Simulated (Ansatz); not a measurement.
BH3···OH (doublet)

```xyz
6

B     0.0143   -0.0118   -0.1026
H     0.0599   -0.2055    1.0676
H     1.0218    0.1163   -0.7100
H    -1.0344    0.0323   -0.6552
O     0.0104    0.0139    3.2676
H    -0.5863   -0.7463    3.2197
```

These are results of Ansatz 0.2.0, UKS BHLYP-D4/6-31G*, not measurements.

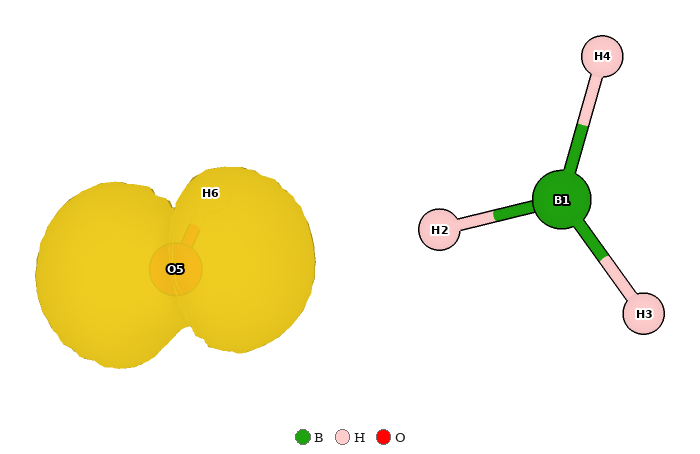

Figure 1. Isosurfaces of the spin density at +0.06 (yellow) and −0.06 e/Å³ (cyan), seen at a tilt.

**Which atoms carry the spin?**

The unpaired spin (1 electron) lies mostly on O5 (about 0.9), in electrons by Hirshfeld's partition.

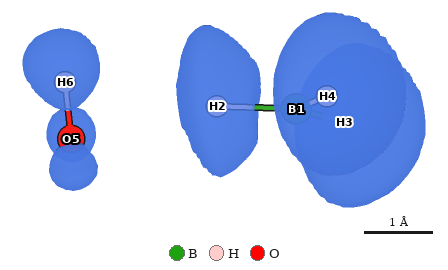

Figure 2. Isosurface of the electron localisation function at 0.9 (blue), seen from one side. Core shells and regions of very low density are left out.

**What do the ELF domains correspond to?**

The surface consists of four regions around hydrogen nuclei and two lobes on O, pointing away from the bonds (non-bonding electrons, which may merge into one lobe). Profiles from the grid: O5···H2 (2.21 Å): the ELF dips to about 0.05 between them. O–H (0.97 Å): the ELF climbs to about 1 towards the hydrogen, as it does in any bond to H: a covalent bond by its length.

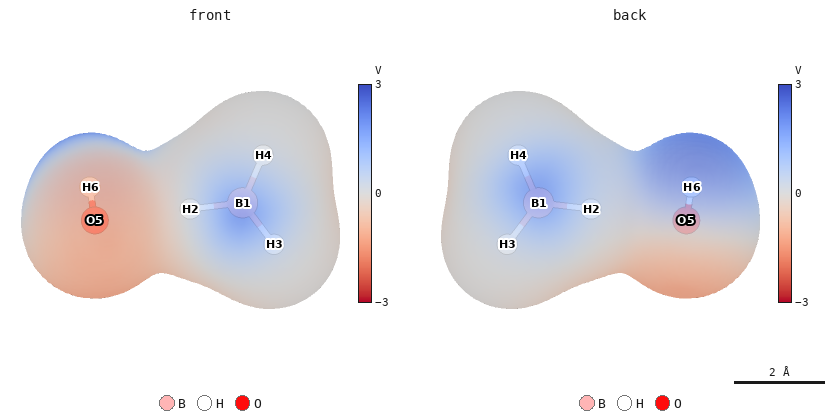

Figure 3. The electrostatic potential painted on the density surface at 0.001 e/bohr³, seen from the front and from behind; the colour scale runs from red (negative) to blue (positive).

**Which sites attract a positive test charge, and which a negative one?**

A positive charge is drawn to the negative regions and a negative charge to the positive ones. The most negative region (about −1.2 V) lies over O5, the most positive (about +2.2 V) over H6. O5 is the likeliest acceptor of a hydrogen bond.
